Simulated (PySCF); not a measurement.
Run report: C₄H₂FOS (charge −1), NMR shielding calculation

- system: C₄H₂FOS, charge −1, SMILES [O-]c1sccc1F
- method: GIAO PBE0/pcSseg-1 NMR shielding, non-relativistic, gas phase (PySCF 2.14.0)

The geometry comes from this level: GFN2-xTB. Figures and captions count atoms from 1; the log counts them from 0 in places.

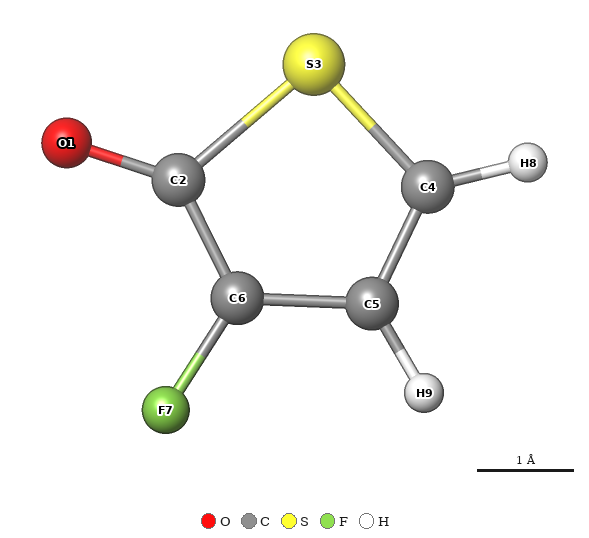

**Figure 1.** The input geometry (ball-and-stick view, seen on its broad side; atoms are numbered from 1 in the order of the input). Bond lengths as drawn: C–C 1.35 to 1.40 Å, C–F 1.39 Å, C–H 1.07 to 1.08 Å, C–O 1.23 Å and C–S 1.74 to 1.86 Å.

Input file
```
{"job": {"kind": "nmr", "xc": "PBE0", "basis": "pcSseg-1"}, "charge": -1, "multiplicity": 1}
O      2.485519     0.897275    -0.021432
C      1.307266     0.554329    -0.008936
S     -0.052466     1.772555    -0.360441
C     -1.290203     0.560385    -0.153866
C     -0.760064    -0.647453     0.149635
C      0.642504    -0.633480     0.223721
F      1.339899    -1.794763     0.525501
H     -2.319163     0.838676    -0.272684
H     -1.339730    -1.541531     0.320561
```

The first line tells a small driver script what to run in PySCF; the rest is the geometry in Å.

Run on 1 CPU thread, shared host.

Launch command:
```bash
OMP_NUM_THREADS=1 python <driver script> task.json out
```

The program's output
```
coarse grid: 9384 points
cycle   1  E = -726.1395724019  dE =  1.294e+00  |g| = 9.075e-01  |ddm| = 3.153e+00
cycle   2  E = -725.3469338717  dE =  7.926e-01  |g| = 2.107e+00  |ddm| = 3.865e+00
cycle   3  E = -726.2797102711  dE = -9.328e-01  |g| = 3.121e-01  |ddm| = 3.297e+00
cycle   4  E = -726.2986653219  dE = -1.896e-02  |g| = 1.422e-01  |ddm| = 4.650e-01
cycle   5  E = -726.3023557054  dE = -3.690e-03  |g| = 6.527e-02  |ddm| = 1.924e-01
cycle   6  E = -726.3034489017  dE = -1.093e-03  |g| = 1.407e-02  |ddm| = 8.227e-02
cycle   7  E = -726.3034999205  dE = -5.102e-05  |g| = 5.209e-03  |ddm| = 2.213e-02
cycle   8  E = -726.3035062656  dE = -6.345e-06  |g| = 1.029e-03  |ddm| = 7.088e-03
final grid: 90136 points
cycle   9  E = -726.3648040294  dE = -9.749e-06  |g| = 1.203e-02  |ddm| = 2.704e-02
cycle  10  E = -726.3647248980  dE =  7.913e-05  |g| = 2.313e-02  |ddm| = 3.332e-02
cycle  11  E = -726.3648312030  dE = -1.063e-04  |g| = 2.524e-03  |ddm| = 2.499e-02
cycle  12  E = -726.3648327243  dE = -1.521e-06  |g| = 3.913e-04  |ddm| = 3.313e-03
cycle  13  E = -726.3648327519  dE = -2.760e-08  |g| = 2.048e-04  |ddm| = 6.284e-04
cycle  14  E = -726.3648327623  dE = -1.038e-08  |g| = 5.392e-05  |ddm| = 2.490e-04
cycle  15  E = -726.3648327630  dE = -7.487e-10  |g| = 1.526e-05  |ddm| = 7.017e-05
```

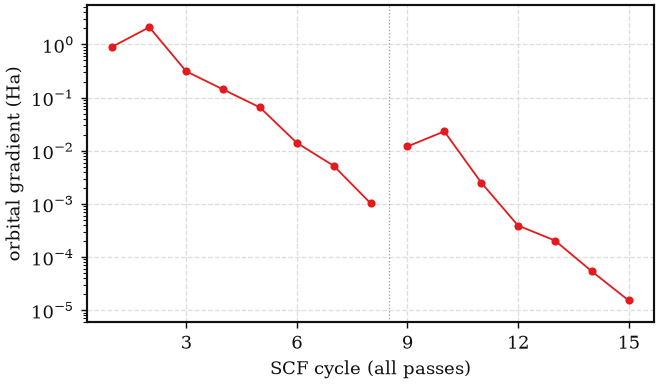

**Figure 2.** Convergence of the self-consistent field: orbital gradient against the SCF cycle. The dotted line marks the change from a coarse to the final integration grid. The first 8 cycles use a coarse grid, the final grid takes over at cycle 9, and the field converges after 15 cycles in all.

```
converged SCF energy = -726.3648327630

GIAO shielding tensors (ppm)
atom      isotropic    diamagn.    paramagn.     s11        s22        s33       span
  0 O       22.860     396.329    -373.469   -254.732      1.906    321.407    576.139
  1 C       12.868     248.513    -235.645    -52.143     41.867     48.880    101.023
  2 S      330.882    1056.041    -725.159     98.224    425.636    468.785    370.562
  3 C      102.931     257.398    -154.467     22.500    129.669    156.625    134.126
  4 C       66.995     252.755    -185.760    -18.322     67.714    151.593    169.914
  5 C       45.728     248.476    -202.748      9.872     50.250     77.062     67.190
  6 F      394.767     474.275     -79.508    383.579    390.362    410.361     26.782
  7 H       27.720      32.081      -4.361     24.276     26.966     31.918      7.642
  8 H       25.533      31.136      -5.603     24.355     24.608     27.637      3.282
```

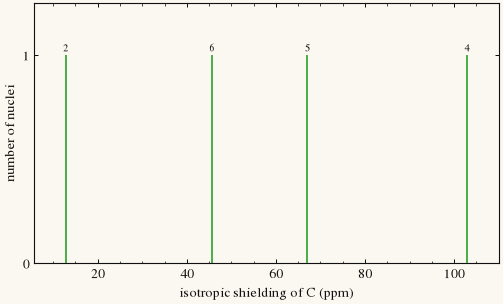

**Figure 3.** Isotropic shieldings of the carbon nuclei in this fixed geometry, labelled by atom number; shielding grows to the right, so chemical shift grows to the left. The least shielded is C2 (12.9 ppm), the most shielded C4 (102.9 ppm).

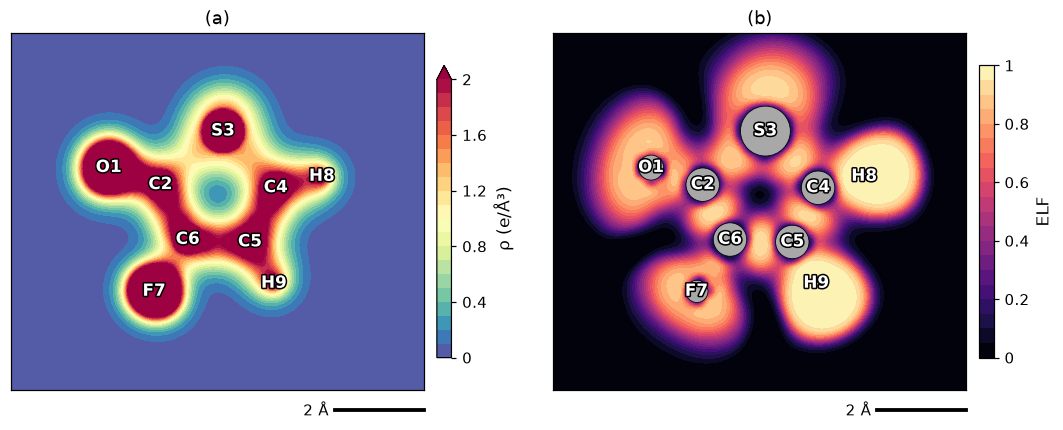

**Figure 4.** (a) total electron density; (b) ELF on the molecular plane. Grey discs, where drawn, cover atomic cores. Atoms in the plane: O, C, S, F and H. C–O (1.23 Å): ρ is about 3.1 e/Å³ halfway; the ELF peaks at about 0.85 between the atoms; a multiple bond by its length, whose ELF region spreads away from the axis. C–C (1.35 Å): ρ is about 2.2 e/Å³ halfway; the ELF peaks at about 0.95 between the atoms; a multiple bond by its length, whose ELF region spreads away from the axis. C–F (1.39 Å): ρ is about 2 e/Å³ halfway, with its minimum of 1.5 e/Å³ about 0.5 Å from C; the ELF peaks at about 0.85 between the atoms, which marks a shared but strongly polarised pair. C–H (1.07 Å): ρ at the midpoint is about 2 e/Å³; the ELF climbs to about 1 towards the hydrogen, as it does in any bond to H; a covalent bond by its length.

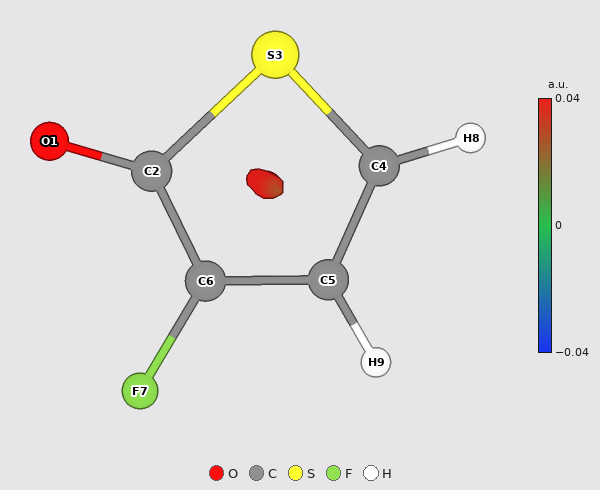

**Figure 5.** Non-covalent interaction (NCI) plot: the surface where the reduced density gradient is 0.4, for densities under 0.05 a.u., coloured by sign(λ₂)ρ; seen at a tilt.

Key numbers

```json
{"quantity": "outcome", "value": "converged"}
{"quantity": "total energy", "value": "−726.364833 hartree"}
{"quantity": "HOMO", "value": "−0.09 eV"}
{"quantity": "LUMO", "value": "5.09 eV"}
{"quantity": "isotropic shielding, O", "value": "22.9 ppm"}
{"quantity": "isotropic shielding, C", "value": "12.9 to 102.9 ppm"}
{"quantity": "isotropic shielding, S", "value": "330.9 ppm"}
{"quantity": "isotropic shielding, F", "value": "394.8 ppm"}
{"quantity": "isotropic shielding, H", "value": "25.5 to 27.7 ppm"}
{"quantity": "wall time", "value": "16 s"}
{"quantity": "peak memory", "value": "0.65 GiB"}
```
